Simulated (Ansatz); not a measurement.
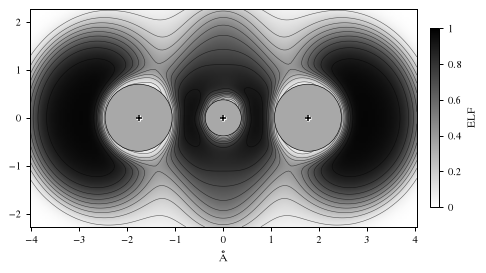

The ELF on a plane through atoms (crosses mark nuclei in the plane; grey discs cover the cores).

The calculation used UKS PBE0-D4/def2-TZVP in Ansatz.

Candidates:
A. Al$_{2}$N (charge +1, triplet)
B. Co$_{2}$S (quintet)
C. CSi$_{2}$ (triplet)

**Which candidate gave the map?**

Candidate C: CSi$_{2}$ on a plane that holds the molecular axis, which holds Si and C. C–Si (1.77 Å): the ELF peaks at about 0.95 between the atoms; localised, covalent bonding.
